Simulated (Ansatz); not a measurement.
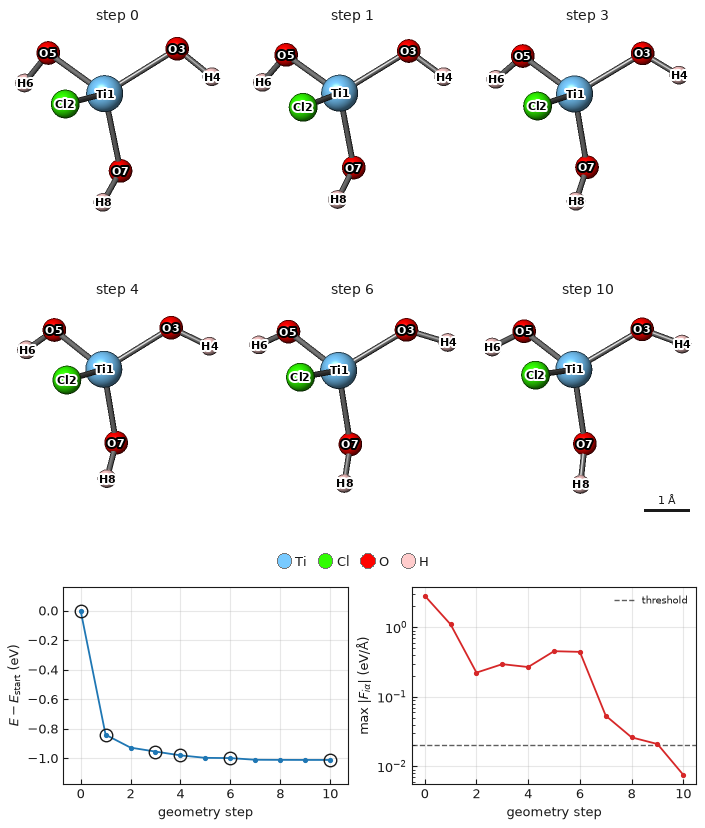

Frames of a relaxation of TiH3O3Cl, marked on the history of the run. The picture is a ball-and-stick view, seen at a tilt.

The run prepares the start of a later molecular dynamics calculation, from a guessed geometry.

These are results of RKS r2SCAN-D4/def2-SVP (Ansatz), not measurements. Set-up: no spin polarisation; force threshold 0.02 eV/Å; at most 40 steps.

Q: Describe the path.

A: After 10 geometry steps the energy has fallen by 1.011 eV. The largest force component goes from 2.9 to 0.0075 eV/Å. The atom that moves furthest after the best rigid fit is H8 (0.27 Å). Largest moves by element: H 0.27 Å, O 0.25 Å, Cl 0.14 Å, Ti 0.05 Å. Some distances before and after: Ti1–O7 1.919 → 1.768 Å, Ti1–Cl2 2.370 → 2.227 Å, Ti1–O3 1.920 → 1.783 Å, O7–H8 1.010 → 0.964 Å. Bond angles that change, for instance: Ti1–O7–H8 109.5° → 142.9°, Ti1–O5–H6 109.5° → 129.0°, Ti1–O3–H4 109.5° → 129.0°. The run took 65 s on 2 threads of Arm Neoverse V1 (shared host), peak memory 0.19 GiB. From step 0 to 1: Cl2 moves most (0.19 Å), energy −0.840 eV. From step 1 to 3: H8 moves most (0.09 Å), energy −0.114 eV. From step 3 to 4: H6 moves most (0.09 Å), energy −0.026 eV. From step 4 to 6: H6 moves most (0.14 Å), energy −0.018 eV. From step 6 to 10: H6 moves most (0.09 Å), energy −0.013 eV.
